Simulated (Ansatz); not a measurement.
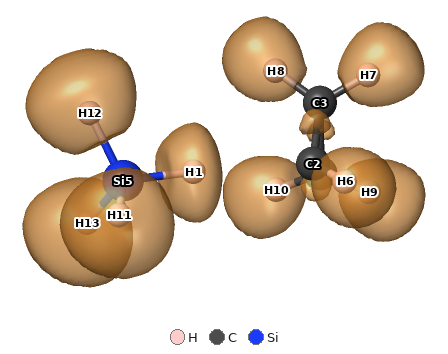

Figure 1: SiH₄···C₃H₅ (doublet). Isosurface of the ELF at 0.9 (orange), seen at a tilt. Core shells and regions of very low density are left out.

Not at a stationary point (largest force 0.7 eV/Å).

Computed with Ansatz 0.2.0, UHF/def2-SVP.

```tsv
atom	x (Å)	y (Å)	z (Å)
H	-0.0548	0.9413	-0.7984
C	-0.5053	-0.2308	1.2238
C	0.7039	-1.0385	1.4258
C	-0.5382	-1.6399	0.8121
Si	0.1065	1.8069	-1.9458
H	-1.1142	0.2986	1.9373
H	0.9601	-1.3568	2.4350
H	1.5630	-0.8600	0.7861
H	-1.0949	-2.3516	1.4192
H	-0.5296	-1.8734	-0.2485
H	-0.6836	3.0505	-1.7858
H	1.5379	2.1589	-2.0981
H	-0.3508	1.0949	-3.1625
```

Question: Identify the bonds, lone pairs and shells in this picture.

Answer: At this value the surface marks out three regions between bonded C–C atoms (shared pairs) and nine regions around hydrogen nuclei. Along the contacts the grid gives the following. C2···H1 (2.38 Å): the ELF dips to about 0.05 between them. C–C (1.47 Å): the ELF peaks at about 0.90 between the atoms: localised, covalent bonding.
